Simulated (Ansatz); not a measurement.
A series of calculations on BHBrCl$_{3}$

## 1. Relaxation

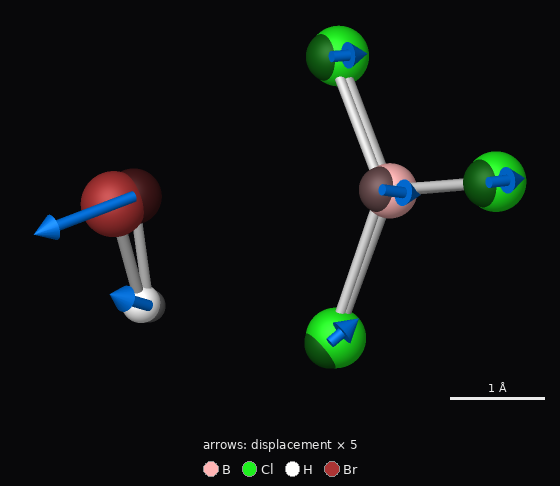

A relaxation of BHBrCl₃. The starting structure is drawn faded, the final one solid; blue arrows show the displacements, magnified 5 times. The two geometries are superimposed by the best rigid fit.

A ball-and-stick model, seen at a tilt.

The run prepares an end point of a later path (reaction) calculation, from a guessed geometry.

All numbers below come from RKS CAM-B3LYP-D4/def2-SVP in Ansatz. Set-up: no spin polarisation; force threshold 0.03 eV/Å; at most 50 steps.

> Describe the change and its energy.

After 7 geometry steps the energy has fallen by 9.09 kJ/mol. Largest force component: 0.92 eV/Å at the start, 0.011 eV/Å at the end. The atom that moves furthest after the best rigid fit is the Br atom (0.25 Å). By element the largest moves are Br 0.25 Å, H 0.12 Å, B 0.11 Å, Cl 0.10 Å. Near-neighbour distances that change, for instance: B–Cl 1.821 → 1.754 Å, Br–H 1.473 → 1.423 Å, B–Cl 1.732 → 1.738 Å. Cost: 27 s on 4 threads of Arm Neoverse N1, with other jobs on the host, peak memory 0.32 GiB.

Limits of the set-up: the start holds two separate molecules, 2.6 Å apart at their closest, whose relative position is a soft coordinate.

## 2. Relaxation

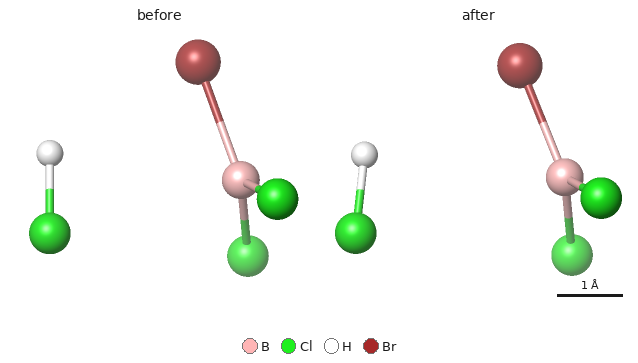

The structure of BHBrCl3 before (left) and after (right) a relaxation, at one scale.

A ball-and-stick model, seen at a tilt.

The run prepares an end point of a later path (reaction) calculation, from a guessed geometry.

Method: RKS CAM-B3LYP-D4/def2-SVP (Ansatz). (no spin polarisation; force threshold 0.03 eV/Å; at most 50 steps)

### Summarise the run.

The largest move after the best rigid fit is that of a Cl atom, 0.20 Å. By element the largest moves are Cl 0.20 Å, B 0.09 Å, H 0.08 Å, Br 0.07 Å. Some distances before and after: B–Br 2.001 → 1.917 Å, Cl–H 1.311 → 1.288 Å, B–Cl 1.728 → 1.736 Å. After 4 accepted moves (5 points after the start) the energy has fallen by 7.31 kJ/mol. Largest force component: 1.1 eV/Å at the start, 0.0012 eV/Å at the end. The line search rejected the trial step at point 2 of the run.

Limits of the set-up: the start holds two separate molecules, 2.8 Å apart at their closest, whose relative position is a soft coordinate.

## 3. Path

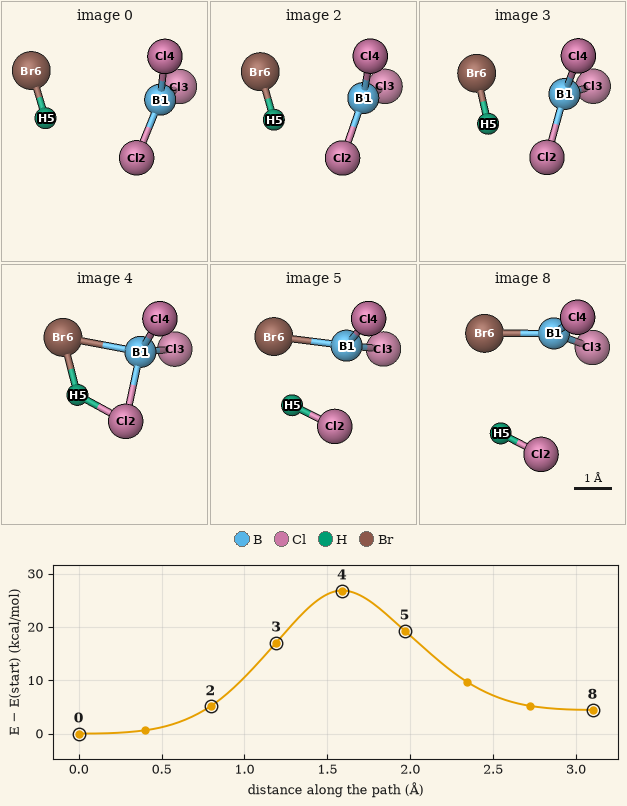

NEB run on BHBrCl3, made up at the start of BCl$_{3}$ and HBr. Images are numbered from 0 (start) to 8 (end). A ball-and-stick model, seen at a tilt.

Method: Ansatz 0.2.0, RKS CAM-B3LYP-D4/def2-SVP.

The input:
```yaml
crystal:
  periodic: [false, false, false]
  atoms:
    - { symbol: B, position_ang: [-0.655844, -0.308134, -0.857201] }
    - { symbol: Cl, position_ang: [0.637081, 0.6753, -1.51776] }
    - { symbol: Cl, position_ang: [-0.45097, -2.029559, -0.739911] }
    - { symbol: Cl, position_ang: [-2.138182, 0.446086, -0.354047] }
    - { symbol: H, position_ang: [1.555819, 0.870243, 1.122546] }
    - { symbol: Br, position_ang: [1.052196, 0.346067, 2.346272] }
basis:
  gaussian: { orbitals: def2-SVP }
hamiltonian:
  xc: cam_b3lyp
  dispersion: d4
neb:
  order_check: false
  images: 7
  f_tol: 0.03
  max_iterations: 60
  final_atoms:
    - { symbol: B, position_ang: [-0.83908548, -0.61232394, 0.29157171] }
    - { symbol: Cl, position_ang: [1.56121787, 1.26647446, -1.32097377] }
    - { symbol: Cl, position_ang: [-0.44170017, -2.04231517, -0.60871907] }
    - { symbol: Cl, position_ang: [-2.12905209, 0.43015925, -0.22060127] }
    - { symbol: H, position_ang: [1.7349141, 1.17354882, -0.04802499] }
    - { symbol: Br, position_ang: [0.11380576, -0.21554042, 1.90664638] }
  initial_path:
    images:
      - { positions_ang: [[-0.655844, -0.308134, -0.857201], [0.637081, 0.6753, -1.51776], [-0.45097, -2.029559, -0.739911], [-2.138182, 0.446086, -0.354047], [1.555819, 0.870243, 1.122546], [1.052196, 0.346067, 2.346272]] }
      - { positions_ang: [[-0.63174783, -0.31845814, -0.6947134], [0.7173197, 0.71520188, -1.44284218], [-0.42796799, -2.01884568, -0.71905333], [-2.11396091, 0.45998351, -0.32850764], [1.54256548, 0.89180029, 0.95189626], [0.91389156, 0.27032114, 2.23311929]] }
      - { positions_ang: [[-0.60765165, -0.32878228, -0.53222581], [0.79755839, 0.75510376, -1.36792436], [-0.40496599, -2.00813236, -0.69819566], [-2.08973982, 0.47388102, -0.30296828], [1.52931196, 0.91335757, 0.78124653], [0.77558712, 0.19457528, 2.11996658]] }
      - { positions_ang: [[-0.58355548, -0.33910642, -0.36973821], [0.87779709, 0.79500565, -1.29300654], [-0.38196398, -1.99741903, -0.67733798], [-2.06551873, 0.48777853, -0.27742892], [1.51605843, 0.93491486, 0.61059679], [0.63728267, 0.11882943, 2.00681386]] }
      - { positions_ang: [[-0.5594593, -0.34943056, -0.20725061], [0.95803578, 0.83490753, -1.21808872], [-0.35896198, -1.98670571, -0.65648031], [-2.04129764, 0.50167603, -0.25188956], [1.50280491, 0.95647215, 0.43994705], [0.49897823, 0.04308357, 1.89366115]] }
      - { positions_ang: [[-0.62936585, -0.41515391, -0.08254503], [1.1088313, 0.94279926, -1.24380999], [-0.37964653, -2.00060808, -0.64454], [-2.06323626, 0.48379684, -0.24406748], [1.56083221, 1.01074131, 0.31795404], [0.40268511, -0.02157243, 1.89690746]] }
      - { positions_ang: [[-0.69927239, -0.48087725, 0.04216055], [1.25962683, 1.05069099, -1.26953125], [-0.40033107, -2.01451044, -0.63259969], [-2.08517487, 0.46591764, -0.23624541], [1.61885951, 1.06501048, 0.19596103], [0.306392, -0.08622843, 1.90015377]] }
      - { positions_ang: [[-0.76917894, -0.5466006, 0.16686613], [1.41042235, 1.15858273, -1.29525251], [-0.42101562, -2.0284128, -0.62065938], [-2.10711348, 0.44803845, -0.22842334], [1.67688681, 1.11927965, 0.07396802], [0.21009888, -0.15088443, 1.90340007]] }
      - { positions_ang: [[-0.83908548, -0.61232394, 0.29157171], [1.56121787, 1.26647446, -1.32097377], [-0.44170017, -2.04231517, -0.60871907], [-2.12905209, 0.43015925, -0.22060127], [1.7349141, 1.17354882, -0.04802499], [0.11380576, -0.21554042, 1.90664638]] }
```

Run as
```bash
ansatz run input.yaml --threads 4 --pin off --max-ram 5120MiB --backend cpu --events-out ev --progress --plain --runs-dir out
```

Q: Read off the barrier and say what moves.

A: Breaking: B1–Cl2 (1.75 → 2.00 at the top → 3.45 Å), H5–Br6 (1.42 → 1.70 at the top → 2.89 Å). Forming: B1–Br6 (3.69 → 2.20 at the top → 1.92 Å), Cl2–H5 (2.80 → 1.56 at the top → 1.29 Å). The highest point, image 4, lies 26.8 kcal/mol above the start and 22.4 kcal/mol above the end; the end is at +4.4 kcal/mol relative to the start. The band converged in 56 iterations. The largest component of the band force went from 3.6 to 0.029 eV/Å. The climbing image converged on the top of the path. Its vibrational analysis gives one imaginary mode (834i cm⁻¹), as a transition state must have.

Limits of the set-up: the start holds two separate molecules, 2.8 Å apart at their closest, whose relative position is a soft coordinate.
